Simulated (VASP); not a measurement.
# How smearing and k-mesh change a VASP run on Al2O3 (Corundum), part 3 of 4

A convergence test on Al2O3 (Corundum): the smearing and k-mesh. The series runs use r2SCAN. The start is a cell from a database of measured crystal structures.

VASP 6.6.1; r2SCAN; plane waves and PAW (Al, O).

So far. Step 10 (Smearing: ISMEAR = 2, SIGMA = 0.2): Against the run before the energy at zero width moves by +0.05 meV an atom while the pressure stays within 0.01 GPa, after 14 cycles in 47 s. The entropy term T·S comes to 0.34 meV an atom in size.

## (11) Smearing: ISMEAR = 2, SIGMA = 0.5

File INCAR:

```
SYSTEM = Al2O3
PREC = Accurate
ENCUT = 520
EDIFF = 1E-06
NELM = 100
ISMEAR = 2
SIGMA = 0.5
LREAL = .FALSE.
ALGO = Normal
METAGGA = R2SCAN
LASPH = .TRUE.
NBANDS = 34
LORBIT = 11
LWAVE = .FALSE.
LCHARG = .FALSE.
KPAR = 8
ISIF = 2
```

File POSCAR:

```
Al2O3
1.0
    2.3802500000      1.3742379782      4.3318666667
   -2.3802500000      1.3742379782      4.3318666667
    0.0000000000     -2.7484759565      4.3318666667
Al O
4 6
Direct
    0.3521600000      0.3521600000      0.3521600000
    0.1478400000      0.1478400000      0.1478400000
    0.6478400000      0.6478400000      0.6478400000
    0.8521600000      0.8521600000      0.8521600000
    0.5566800000      0.9433200000      0.2500000000
    0.2500000000      0.5566800000      0.9433200000
    0.9433200000      0.2500000000      0.5566800000
    0.4433200000      0.0566800000      0.7500000000
    0.7500000000      0.4433200000      0.0566800000
    0.0566800000      0.7500000000      0.4433200000
```

File KPOINTS:

```
Automatic mesh
0
Gamma
5 5 5
0 0 0
```

The projector-augmented-wave data sets are Al and O (PBE family, release 64).

Launch:

```
$ mpirun -np 8 vasp_std
```

Log:

```text
[... set-up lines as in an earlier step ...]
 entering main loop
       N       E                     dE             d eps       ncg     rms          rms(c)
DAV:   1     0.209828706276E+03    0.20983E+03   -0.26176E+04  1292   0.138E+03
DAV:   2    -0.104590774349E+03   -0.31442E+03   -0.30457E+03  1650   0.304E+02
DAV:   3    -0.117627751418E+03   -0.13037E+02   -0.13029E+02  1656   0.636E+01
DAV:   4    -0.117729326877E+03   -0.10158E+00   -0.10151E+00  1600   0.643E+00
[...]
DAV:  12    -0.962425616766E+02    0.12756E-04   -0.11779E-05  1574   0.188E-02    0.917E-03
DAV:  13    -0.962425596610E+02    0.20156E-05   -0.15580E-06  1038   0.788E-03    0.322E-03
DAV:  14    -0.962425604273E+02   -0.76632E-06   -0.92596E-07   808   0.532E-03
   1 F= -.96242560E+02 E0= -.96257622E+02  d E =0.602445E-01
```

Run time: 48 s. Hardware: 8 MPI ranks of Intel Xeon Platinum 8259CL at 2.50GHz (Skylake/Cascade Lake), shared host; peak memory 2.2 GiB.

Parts of OUTCAR (step 11):

```text
  Total       -0.3905798     -0.3905798     -0.4939210      0.0000000      0.0000000      0.0000000
  in kB       -7.3605370     -7.3605370     -9.3080188      0.0000000      0.0000000      0.0000000
  external PRESSURE =      -8.0096976 kB  Pullay stress =       0.0000000 kB

 POSITION                                       TOTAL-FORCE (eV/Angst)
 -----------------------------------------------------------------------------------
      0.00000     -0.00000      4.57653        -0.000000      0.000000     -0.068194
      0.00000     -0.00000      1.92127        -0.000000     -0.000000      0.068194
      0.00000     -0.00000      8.41907        -0.000000     -0.000000      0.068194
      0.00000     -0.00000     11.07433        -0.000000      0.000000     -0.068194
     -0.92030      1.37424      7.58077        -0.056114      0.000000      0.000000
     -0.72998     -1.48412      7.58077         0.028057     -0.048597      0.000000
      1.65027      0.10988      7.58077         0.028057      0.048597      0.000000
      0.92030     -1.37424      5.41483         0.056114      0.000000      0.000000
      0.72998      1.48412      5.41483        -0.028057      0.048597      0.000000
     -1.65027     -0.10988      5.41483        -0.028057     -0.048597      0.000000
 -----------------------------------------------------------------------------------
    total drift:                               -0.000000      0.000000     -0.000000

  FREE ENERGIE OF THE ION-ELECTRON SYSTEM (eV)
  ---------------------------------------------------
  free  energy   TOTEN  =       -96.2425604273 eV

  energy  without entropy=      -96.3028049258  energy(sigma->0) =      -96.25762155

[... 2 parts as in an earlier step ...]

[... 1 further part left out ...]
[key lines of the parts left out:]
E-fermi :   5.7877
```

Against the run before the energy at zero width moves by +1.04 meV an atom and the pressure by -0.10 GPa, after 14 cycles in 48 s. The entropy term T·S comes to 6.02 meV an atom in size.

## (12) Smearing: ISMEAR = -5

INCAR, as its differences from that of step 11:

```diff
@@ -5,4 +5,4 @@
 NELM = 100
-ISMEAR = 2
-SIGMA = 0.5
+ISMEAR = -5
+SIGMA = 0.05
 LREAL = .FALSE.
```

POSCAR is that of step 11.

KPOINTS is that of step 11.

Launch:

```
$ mpirun -np 8 vasp_std
```

Log:

```text
[... set-up lines as in an earlier step ...]
 entering main loop
       N       E                     dE             d eps       ncg     rms          rms(c)
DAV:   1     0.209860973233E+03    0.20986E+03   -0.26176E+04  1292   0.138E+03
DAV:   2    -0.104590774349E+03   -0.31445E+03   -0.30519E+03  1650   0.305E+02
[... 6 cycles as in an earlier step ...]
DAV:   9    -0.962702301770E+02    0.13861E-01   -0.13283E-01  1630   0.199E+00    0.449E-01
DAV:  10    -0.962685796925E+02    0.16505E-02   -0.85119E-03  1498   0.548E-01    0.807E-02
[... 3 cycles as in an earlier step ...]
DAV:  14    -0.962685812395E+02   -0.77264E-06   -0.94037E-07   808   0.535E-03
   1 F= -.96268581E+02 E0= -.96268581E+02  d E =0.000000E+00
```

Elapsed: 48 s, on 8 MPI ranks; peak memory 2.2 GiB.

OUTCAR, selected parts (step 12):

```text
  Total       -0.3429374     -0.3429374     -0.4170069      0.0000000      0.0000000     -0.0000000
  in kB       -6.4627080     -6.4627080     -7.8585605      0.0000000      0.0000000     -0.0000000
  external PRESSURE =      -6.9279922 kB  Pullay stress =       0.0000000 kB

[... 5 parts as in an earlier step ...]

[... 1 further part left out ...]
[key lines of the parts left out:]
E-fermi :   5.8182
```

Against the first of the series the energy at zero width stays within 0.01 meV an atom and the pressure within 0.01 GPa, after 14 cycles in 48 s.

## (13) The smearing series as a table

This step: convergence of r2SCAN results with the smearing; plane waves and PAW (VASP 6.6.1).

No new run; the numbers come from the runs before.

Differences are taken from the run with ISMEAR = 0, SIGMA = 0.01. Results of the series, by row:

```csv
setting,status,energy less the reference (meV/atom),pressure (GPa),largest force difference (meV/Å),gap (eV),SCF cycles,wall time (s)
"ISMEAR = 0, SIGMA = 0.01",converged,0,-0.6928,0,7.132,14,43
"ISMEAR = 0, SIGMA = 0.05",converged,0,-0.6928,0,7.132,14,44
"ISMEAR = 0, SIGMA = 0.1",converged,0,-0.6928,0,7.132,14,44
"ISMEAR = 0, SIGMA = 0.2",converged,0,-0.6928,0,7.132,14,44
"ISMEAR = 0, SIGMA = 0.5",converged,0,-0.6928,0,7.132,14,46
"ISMEAR = 2, SIGMA = 0.01",converged,0,-0.6928,0,7.132,14,47
"ISMEAR = 2, SIGMA = 0.05",converged,0.001898,-0.6925,0.24,7.132,14,47
"ISMEAR = 2, SIGMA = 0.1",converged,0.003321,-0.7015,7.402,7.133,14,47
"ISMEAR = 2, SIGMA = 0.2",converged,0.05122,-0.7016,2.179,7.132,14,47
"ISMEAR = 2, SIGMA = 0.5",converged,1.096,-0.801,11.53,7.134,14,48
ISMEAR = -5,converged,0,-0.6928,0,7.132,14,48
```

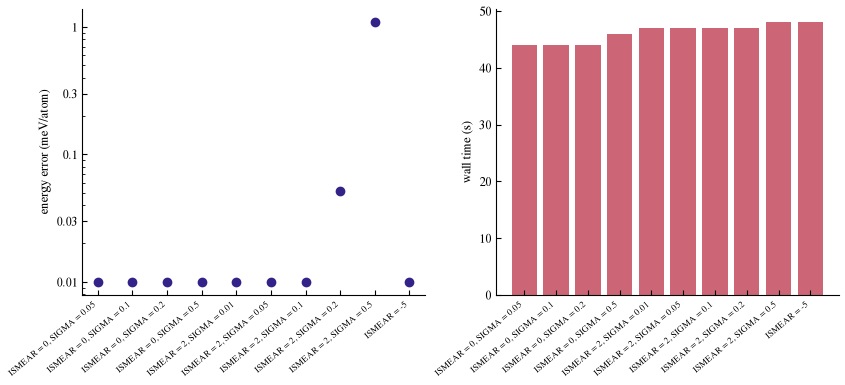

The energy error in size, against the reference run (errors under 0.01 are drawn at 0.01), and the wall time by setting.

## (14) K-mesh: 2 2 2

This step: r2SCAN; plane waves and PAW (Al, O) (VASP 6.6.1).

The sum over the zone converges with the mesh, fast for insulators and slowly for metals.

INCAR, as its differences from that of step 12:

```diff
@@ -5,3 +5,3 @@
 NELM = 100
-ISMEAR = -5
+ISMEAR = -1
 SIGMA = 0.05
@@ -15,3 +15,3 @@
 LCHARG = .FALSE.
-KPAR = 8
+NCORE = 8
 ISIF = 2
```

POSCAR is that of step 12.

File KPOINTS:

```
Automatic mesh
0
Gamma
2 2 2
0 0 0
```

Launch:

```
$ mpirun -np 8 vasp_std
```

Log:

```text
[banner, memory and clock lines left out]
running    8 mpi-ranks, on    1 nodes
 distrk:  each k-point on    8 cores,    1 groups
 distr:  one band on    8 cores,    1 groups

 POSCAR found type information on POSCAR AlO
 POSCAR found :  2 types and      10 ions
 [... a notice as in an earlier step ...]

 [... a notice as in an earlier step ...]

 LDA part: xc-table for (None), standard interpolation
 POSCAR, INCAR and KPOINTS ok, starting setup
 FFT: planning ... GRIDC
 FFT: planning ... GRID_SOFT
 FFT: planning ... GRID
 WAVECAR not read
 entering main loop
       N       E                     dE             d eps       ncg     rms          rms(c)
DAV:   1     0.209339200843E+03    0.20934E+03   -0.26302E+04   272   0.139E+03
DAV:   2    -0.103460643347E+03   -0.31280E+03   -0.29981E+03   346   0.299E+02
DAV:   3    -0.117626628545E+03   -0.14166E+02   -0.14117E+02   352   0.655E+01
DAV:   4    -0.117738998521E+03   -0.11237E+00   -0.11232E+00   328   0.673E+00
DAV:   5    -0.117740330945E+03   -0.13324E-02   -0.13322E-02   350   0.736E-01    0.177E+01
DAV:   6    -0.957993094916E+02    0.21941E+02   -0.18993E+01   334   0.223E+01    0.719E+00
DAV:   7    -0.961483826280E+02   -0.34907E+00   -0.24134E+00   344   0.824E+00    0.404E+00
DAV:   8    -0.962390846123E+02   -0.90702E-01   -0.27010E-01   326   0.376E+00    0.932E-01
DAV:   9    -0.962225269305E+02    0.16558E-01   -0.15430E-01   344   0.215E+00    0.466E-01
DAV:  10    -0.962205051005E+02    0.20218E-02   -0.10022E-02   326   0.591E-01    0.803E-02
DAV:  11    -0.962205244510E+02   -0.19351E-04   -0.19169E-04   344   0.998E-02    0.243E-02
DAV:  12    -0.962205118109E+02    0.12640E-04   -0.15915E-05   324   0.218E-02    0.873E-03
DAV:  13    -0.962205091412E+02    0.26696E-05   -0.93930E-07   248   0.650E-03    0.336E-03
DAV:  14    -0.962205099553E+02   -0.81411E-06   -0.10292E-06   186   0.560E-03
   1 F= -.96220510E+02 E0= -.96220510E+02  d E =-.335433E-10
```

It took 13 s on 8 MPI ranks; peak memory 1 GiB; 96 s of CPU time.

Parts of OUTCAR (step 14):

```text
   k-points           NKPTS =      4   k-points in BZ     NKDIM =      4   number of bands    NBANDS=     34

   NELECT =      48.0000    total number of electrons

 E-fermi :   6.9222

 k-point     1 :       0.0000    0.0000    0.0000
  band No.  band energies     occupation
    ...
     20       5.2204      2.00000
     21       5.2204      2.00000
     22       5.6908      2.00000
     23       5.6908      2.00000
     24       5.7495      2.00000
     25      12.8788      0.00000
     26      15.8559      0.00000
     27      17.6637      0.00000
     28      18.3210      0.00000
     29      18.3210      0.00000
    ...

  Total       -0.3292126     -0.3292126     -0.5667298      0.0000000      0.0000000      0.0000000
  in kB       -6.2040624     -6.2040624    -10.6801105      0.0000000      0.0000000      0.0000000
  external PRESSURE =      -7.6960784 kB  Pullay stress =       0.0000000 kB

 POSITION                                       TOTAL-FORCE (eV/Angst)
 -----------------------------------------------------------------------------------
      0.00000     -0.00000      4.57653         0.000000      0.000000     -0.069071
      0.00000     -0.00000      1.92127         0.000000     -0.000000      0.069071
      0.00000     -0.00000      8.41907         0.000000     -0.000000      0.069071
      0.00000     -0.00000     11.07433         0.000000      0.000000     -0.069071
     -0.92030      1.37424      7.58077        -0.029415      0.000000     -0.000000
     -0.72998     -1.48412      7.58077         0.014707     -0.025474     -0.000000
      1.65027      0.10988      7.58077         0.014707      0.025474     -0.000000
      0.92030     -1.37424      5.41483         0.029415      0.000000     -0.000000
      0.72998      1.48412      5.41483        -0.014707      0.025474     -0.000000
     -1.65027     -0.10988      5.41483        -0.014707     -0.025474     -0.000000
 -----------------------------------------------------------------------------------
    total drift:                               -0.000000      0.000000     -0.000000

  FREE ENERGIE OF THE ION-ELECTRON SYSTEM (eV)
  ---------------------------------------------------
  free  energy   TOTEN  =       -96.2205099553 eV

  energy  without entropy=      -96.2205099553  energy(sigma->0) =      -96.22050996

[... 7 parts as in an earlier step ...]

[... 7 further parts left out ...]
```

Numbers from this step:

```
irreducible k-points           : 4
free energy (TOTEN)            : -96.2205 eV
Fermi energy                   : 6.922 eV
pressure                       : -0.7696 GPa
gap on the k-mesh              : 7.129 eV
least direct gap on the k-mesh : 7.129 eV
```

The series starts at -9.6221 eV an atom and -0.77 GPa, after 14 cycles in 13 s.

## (15) K-mesh: 3 3 3

INCAR, as its differences from that of step 14:

```diff
@@ -15,3 +15,4 @@
 LCHARG = .FALSE.
-NCORE = 8
+KPAR = 2
+NCORE = 4
 ISIF = 2
```

POSCAR is that of step 14.

File KPOINTS:

```
Automatic mesh
0
Gamma
3 3 3
0 0 0
```

Launch:

```
$ mpirun -np 8 vasp_std
```

Log:

```text
[banner, memory and clock lines left out]
running    8 mpi-ranks, on    1 nodes
[...]
[... a notice as in an earlier step ...]

 LDA part: xc-table for (None), standard interpolation
 POSCAR, INCAR and KPOINTS ok, starting setup
[...]
entering main loop
       N       E                     dE             d eps       ncg     rms          rms(c)
DAV:   1     0.209721719353E+03    0.20972E+03   -0.26597E+04   408   0.140E+03
DAV:   2    -0.104825669377E+03   -0.31455E+03   -0.30289E+03   516   0.303E+02
DAV:   3    -0.117667729194E+03   -0.12842E+02   -0.12803E+02   528   0.636E+01
DAV:   4    -0.117765723938E+03   -0.97995E-01   -0.97938E-01   512   0.641E+00
[...]
DAV:  12    -0.962668137262E+02    0.12340E-04   -0.10086E-05   492   0.175E-02    0.930E-03
DAV:  13    -0.962668116127E+02    0.21136E-05   -0.15014E-06   320   0.775E-03    0.330E-03
DAV:  14    -0.962668124065E+02   -0.79381E-06   -0.92843E-07   288   0.534E-03
   1 F= -.96266812E+02 E0= -.96266812E+02  d E =-.109179E-10
```

Run time: 18 s. Hardware: 8 MPI ranks; peak memory 1.3 GiB.

Parts of OUTCAR (step 15):

```text
  Total       -0.3458040     -0.3458040     -0.4227129      0.0000000      0.0000000      0.0000000
  in kB       -6.5167299     -6.5167299     -7.9660902      0.0000000      0.0000000      0.0000000
  external PRESSURE =      -6.9998500 kB  Pullay stress =       0.0000000 kB

 POSITION                                       TOTAL-FORCE (eV/Angst)
 -----------------------------------------------------------------------------------
      0.00000     -0.00000      4.57653        -0.000000      0.000000     -0.079709
      0.00000     -0.00000      1.92127        -0.000000     -0.000000      0.079709
      0.00000     -0.00000      8.41907        -0.000000     -0.000000      0.079709
      0.00000     -0.00000     11.07433        -0.000000      0.000000     -0.079709
     -0.92030      1.37424      7.58077        -0.057224     -0.000000      0.000000
     -0.72998     -1.48412      7.58077         0.028612     -0.049557      0.000000
      1.65027      0.10988      7.58077         0.028612      0.049557      0.000000
      0.92030     -1.37424      5.41483         0.057224      0.000000      0.000000
      0.72998      1.48412      5.41483        -0.028612      0.049557      0.000000
     -1.65027     -0.10988      5.41483        -0.028612     -0.049557      0.000000
 -----------------------------------------------------------------------------------
    total drift:                               -0.000000      0.000000     -0.000000

  FREE ENERGIE OF THE ION-ELECTRON SYSTEM (eV)
  ---------------------------------------------------
  free  energy   TOTEN  =       -96.2668124065 eV

  energy  without entropy=      -96.2668124065  energy(sigma->0) =      -96.26681241

[... 1 part as in an earlier step ...]

[... 2 further parts left out ...]
[key lines of the parts left out:]
E-fermi :   6.9180
```

Against the run before the energy moves by -4.63 meV an atom and the pressure by +0.07 GPa, after 14 cycles in 18 s.

## (16) K-mesh: 4 4 4

INCAR, as its differences from that of step 15:

```diff
@@ -15,4 +15,3 @@
 LCHARG = .FALSE.
-KPAR = 2
-NCORE = 4
+KPAR = 8
 ISIF = 2
```

POSCAR is that of step 15.

File KPOINTS:

```
Automatic mesh
0
Gamma
4 4 4
0 0 0
```

Launch:

```
$ mpirun -np 8 vasp_std
```

Log:

```text
[... set-up lines as in an earlier step ...]
 entering main loop
       N       E                     dE             d eps       ncg     rms          rms(c)
DAV:   1     0.205008122080E+03    0.20501E+03   -0.26151E+04   884   0.139E+03
DAV:   2    -0.104599997030E+03   -0.30961E+03   -0.30082E+03  1144   0.300E+02
DAV:   3    -0.117665990416E+03   -0.13066E+02   -0.13019E+02  1128   0.634E+01
DAV:   4    -0.117766467783E+03   -0.10048E+00   -0.10042E+00  1080   0.639E+00
[...]
DAV:  12    -0.962683953825E+02    0.13786E-04   -0.16055E-05  1072   0.219E-02    0.961E-03
DAV:  13    -0.962683930901E+02    0.22925E-05   -0.17353E-06   760   0.832E-03    0.338E-03
DAV:  14    -0.962683938691E+02   -0.77901E-06   -0.10554E-06   594   0.568E-03
   1 F= -.96268394E+02 E0= -.96268394E+02  d E =-.886907E-10
```

Run time: 38 s. Hardware: 8 MPI ranks; peak memory 2.2 GiB.

Parts of OUTCAR (step 16):

```text
  Total       -0.3429063     -0.3429063     -0.4184274      0.0000000      0.0000000      0.0000000
  in kB       -6.4621223     -6.4621223     -7.8853292      0.0000000      0.0000000      0.0000000
  external PRESSURE =      -6.9365246 kB  Pullay stress =       0.0000000 kB

 POSITION                                       TOTAL-FORCE (eV/Angst)
 -----------------------------------------------------------------------------------
      0.00000     -0.00000      4.57653         0.000000      0.000000     -0.079729
      0.00000     -0.00000      1.92127         0.000000     -0.000000      0.079729
      0.00000     -0.00000      8.41907         0.000000     -0.000000      0.079729
      0.00000     -0.00000     11.07433         0.000000      0.000000     -0.079729
     -0.92030      1.37424      7.58077        -0.057771     -0.000000      0.000000
     -0.72998     -1.48412      7.58077         0.028885     -0.050031      0.000000
      1.65027      0.10988      7.58077         0.028885      0.050031      0.000000
      0.92030     -1.37424      5.41483         0.057771     -0.000000      0.000000
      0.72998      1.48412      5.41483        -0.028885      0.050031      0.000000
     -1.65027     -0.10988      5.41483        -0.028885     -0.050031      0.000000
 -----------------------------------------------------------------------------------
    total drift:                               -0.000000      0.000000     -0.000000

  FREE ENERGIE OF THE ION-ELECTRON SYSTEM (eV)
  ---------------------------------------------------
  free  energy   TOTEN  =       -96.2683938691 eV

  energy  without entropy=      -96.2683938690  energy(sigma->0) =      -96.26839387

[... 1 part as in an earlier step ...]

[... 2 further parts left out ...]
[key lines of the parts left out:]
E-fermi :   6.7893
```

Against the run before the energy moves by -0.16 meV an atom and the pressure by +0.01 GPa, after 14 cycles in 38 s.

## (17) K-mesh: 5 5 5

INCAR is that of step 16.

POSCAR is that of step 16.

File KPOINTS:

```
Automatic mesh
0
Gamma
5 5 5
0 0 0
```

Launch:

```
$ mpirun -np 8 vasp_std
```

Log:

```text
[... set-up lines as in an earlier step ...]
 entering main loop
       N       E                     dE             d eps       ncg     rms          rms(c)
DAV:   1     0.209823142046E+03    0.20982E+03   -0.26176E+04  1292   0.138E+03
DAV:   2    -0.104590774349E+03   -0.31441E+03   -0.30447E+03  1650   0.304E+02
[... 4 cycles as in an earlier step ...]
DAV:   7    -0.961956987375E+02   -0.33817E+00   -0.22475E+00  1614   0.808E+00    0.402E+00
[... 1 cycle as in an earlier step ...]
DAV:   9    -0.962702301773E+02    0.13861E-01   -0.13283E-01  1630   0.199E+00    0.449E-01
[... 1 cycle as in an earlier step ...]
DAV:  11    -0.962685953745E+02   -0.15682E-04   -0.20360E-04  1574   0.100E-01    0.243E-02
DAV:  12    -0.962685824647E+02    0.12910E-04   -0.12203E-05  1574   0.191E-02    0.916E-03
DAV:  13    -0.962685804671E+02    0.19976E-05   -0.15290E-06  1030   0.785E-03    0.323E-03
DAV:  14    -0.962685812397E+02   -0.77260E-06   -0.94036E-07   808   0.535E-03
   1 F= -.96268581E+02 E0= -.96268581E+02  d E =-.515594E-10
```

Elapsed: 46 s, on 8 MPI ranks; peak memory 2.2 GiB.

From OUTCAR (step 17):

```text
  Total       -0.3429374     -0.3429374     -0.4170069      0.0000000      0.0000000      0.0000000
  in kB       -6.4627081     -6.4627081     -7.8585607      0.0000000      0.0000000      0.0000000
  external PRESSURE =      -6.9279923 kB  Pullay stress =       0.0000000 kB

  FREE ENERGIE OF THE ION-ELECTRON SYSTEM (eV)
  ---------------------------------------------------
  free  energy   TOTEN  =       -96.2685812397 eV

  energy  without entropy=      -96.2685812397  energy(sigma->0) =      -96.26858124

[... 3 parts as in an earlier step ...]

[... 1 further part left out ...]
[key lines of the parts left out:]
E-fermi :   6.8157
```

Against the run before the energy moves by -0.02 meV an atom while the pressure stays within 0.01 GPa, after 14 cycles in 46 s.

[end of part 3 of 4]

[Lines on the potential files, build, host, timing and source positions are cut from VASP's logs without a mark.]

[Logs are printed without paths, hosts, clocks, repeated set-up lines and the standing remarks that a program may print on its own settings, such as how far it seeks lower states.]

[Hosts, paths, dates, database ids (printed as entryN), source tags and the programs' standing remarks are cut or masked in the printed files.]

[A measured line is paired with the nearest computed mode of its activity, which favours agreement.]
